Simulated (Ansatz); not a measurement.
# Be4Bi2O (built on the sites of a database entry of Ca4Bi2O): following an unstable mode, part 3 of 3

Which phase does Be4Bi2O (built on the sites of a database entry of Ca4Bi2O) fall into along its unstable mode, and how much energy does it gain?

Ansatz 0.2.0; DFT PBEsol, scalar-relativistic, plane waves, PAW.

So far. Step 4 (The mode frozen in, largest atomic shift 0.32 Å): The run ends at a pressure of 1.90 GPa, with forces up to 1.0 eV/Å. Step 5 (Energy along the mode, all amplitudes (two of the runs …): The lowest of the steps tried is at 0.32 Å, 45.5 meV/atom below the parent; the bottom of the well need not coincide with a step.

The structure was built from a prototype and need not be the compound's stable phase.

## (6) Relaxing from the distorted cell (continued)

The steps of the relaxation (22 of 23):

```
step  energy less that of the first step (eV)  largest force component (eV/Å)  pressure (GPa)  volume (Å³)
   1                                   0.0000                          0.9242            1.90       206.22
   2                                  -0.4132                          1.1350           -0.50       217.01
   3                                  -0.8473                          1.1961           -0.79       218.75
   4                                  -1.6050                          1.0273           -1.58       219.42
   5                                  -2.4705                          0.3986            1.27       213.92
   6                                  -2.4501                          1.3012           -0.01       216.29
   7                                  -2.6398                          0.2783            0.12       216.42
   8                                  -2.7543                          0.2368           -0.27       217.66
   9                                  -2.8454                          0.1354            0.23       217.54
  10                                  -2.8496                          0.1469           -0.33       218.26
  11                                  -2.8504                          0.1586           -0.15       217.94
  13                                  -2.8709                          0.0668           -0.02       217.95
  14                                  -2.8710                          0.0468            0.15       217.50
  15                                  -2.8712                          0.0436           -0.07       218.19
  16                                  -2.8721                          0.0067            0.03       217.82
  17                                  -2.8720                          0.0013            0.00       217.88
 18*                                  -2.9081                          0.0096            0.23       217.88
  19                                  -2.9088                          0.0124            0.00       218.65
  20                                  -2.9090                          0.0079           -0.01       218.61
  21                                  -2.9091                          0.0030           -0.01       218.57
  22                                  -2.9091                          0.0010            0.00       218.55
 23*                                  -2.9097                          0.0008            0.00       218.55
```

Relaxation steps marked * repeat the geometry before them on a plane-wave basis chosen anew for their cell, so energy and pressure can jump there. Other such steps can lie between the rows shown. Relaxation steps 6, 14 were tried and not accepted.

The run keeps the 4 symmetry operations that it works with, so distortions that break them were not tested.

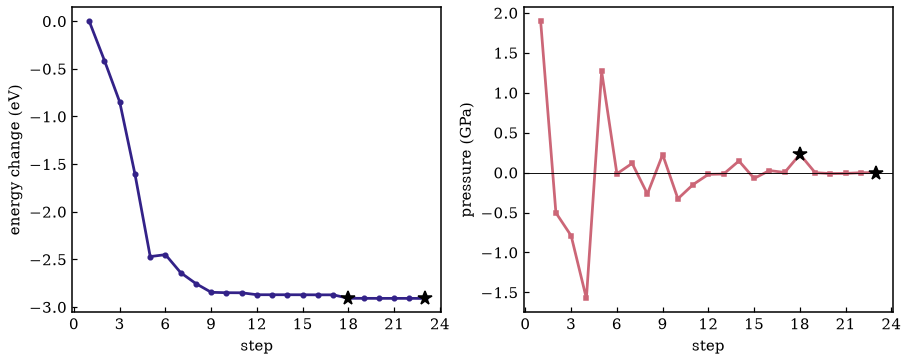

Energy and pressure along the relaxation. Stars mark steps on a basis chosen anew.

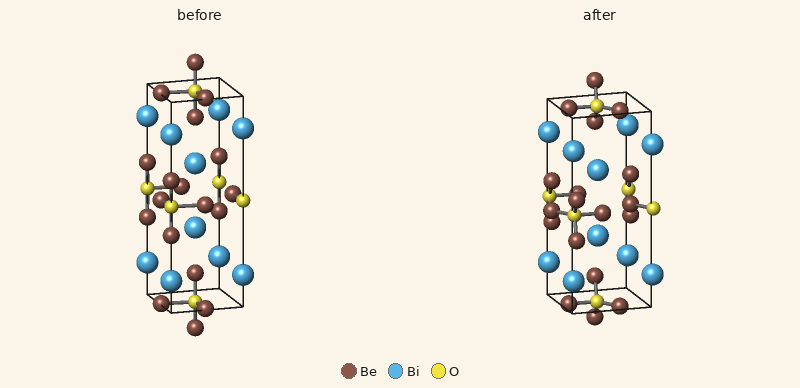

The structure before and after the relaxation, drawn at the same scale.

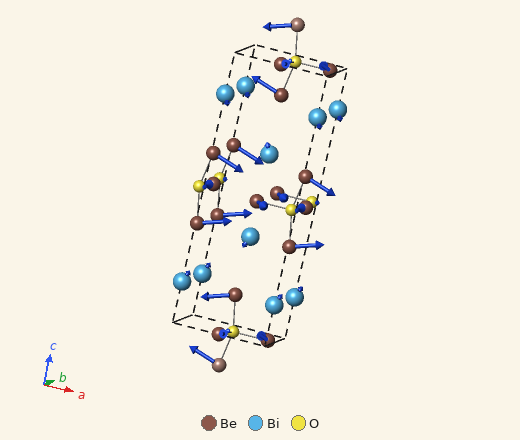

Displacements in the relaxation, exaggerated, measured against the changing cell; the longest in the cell stands for 0.93 Å. Some periodic images of atoms are drawn too.

```
     cell as run  before   after  change
           a (Å)   4.151   4.315  +3.9 %
           b (Å)   4.151   4.559  +9.8 %
           c (Å)  11.965  11.109  -7.2 %
           γ (°)   90.00   89.87  -0.1 %
volume (Å³/atom)   14.73   15.61  +6.0 %
```

The atoms that moved most (Å, as changes of fractional coordinates times the final cell):

```
atom      dx      dy      dz  length
 Be1  -0.034   0.882   0.285   0.927
 Be5  -0.034   0.882  -0.285   0.927
 Be2   0.034  -0.882   0.285   0.927
 Be6   0.034  -0.882  -0.285   0.927
 Be8   0.709  -0.388   0.000   0.808
 Be7  -0.709   0.388   0.000   0.808
 Be3  -0.375  -0.076   0.000   0.383
 Be4   0.375   0.076   0.000   0.383
```

Final coordinates:

```xyz
14
Lattice="-0.0050 -4.3151 0.0000 -4.5594 -0.0050 0.0000 0.0000 0.0000 -11.1086" Properties=species:S:1:pos:R:3 pbc="T T T"
Be   -2.3491   -1.1928   -1.1603
Be   -4.4975   -5.2874   -6.7146
Be   -0.5054   -2.2211    0.0000
Be   -1.7768    0.0611   -5.5543
Be   -2.3491   -1.1928   -9.9483
Be   -4.4975   -5.2874   -4.3940
Be   -2.9931    0.7184    0.0000
Be    0.7109   -2.8785   -5.5543
Bi   -0.0618   -0.0636   -9.2486
Bi   -2.2204   -2.0964   -3.6943
Bi   -2.2204   -2.0964   -7.4142
Bi   -4.6262   -4.3838   -1.8600
O    -2.1110   -2.2857    0.0000
O    -4.7356   -4.1945   -5.5543
```

Numbers from this step:

* pressure: -7.69e-4 GPa
* volume per atom: 15.61 Å³

The distorted start has space group P2_1/m; the relaxation ends in P2_1/m.

## (7) Outcome

| Item | Value |
| --- | --- |
| unstable mode of the parent | q = (-0.5, -0.5, -0.5), 443i cm⁻¹ |
| depth at the lowest point sampled | 45.5 meV/atom |
| largest atomic shift at that point | 0.32 Å |
| space group reached (within 0.01 Å) | P2_1/m |
| energy gained over the parent (first relaxation, on the mesh of the frozen mode) | 253 meV/atom |
| volume per atom, phase reached | 15.6 Å³ |

What this shows: Along this mode the structure falls into P2_1/m, 253 meV/atom below the parent. At the parent's cell the well is 45.48 meV/atom deep on the steps tried, with its lowest point at a shift of 0.32 Å. Relaxing atoms and cell changes the gain by +207.79 meV/atom against the lowest step (energies at zero smearing). Most of the total comes from this relaxation. The modes of the phase reached were not computed on this path. Of the 5 patterns followed to their end from this parent, this one reaches the lowest energy. Each path keeps the symmetry of its pattern, so a lower phase may lie along a pattern not tried. The q mesh stands for a supercell only 8.3 Å across, so branches between the solved wavevectors are rough. With no gap, or one that is small against the smearing, the frequencies hang on the k mesh and the smearing, most of all near Kohn anomalies. Spin-orbit coupling is left out, which can matter for the heavy elements here. A phonon run warned that its eigensolver left some bands unconverged in a pass. The starting cell was built on a prototype and not taken from a measurement, so the phase need not exist.

[Logs are printed without paths, hosts, clocks, repeated set-up lines and the standing remarks that a program may print on its own settings, such as how far it seeks lower states.]

[Hosts, paths, dates, database ids (printed as entryN), source tags and the programs' standing remarks are cut or masked in the printed files.]
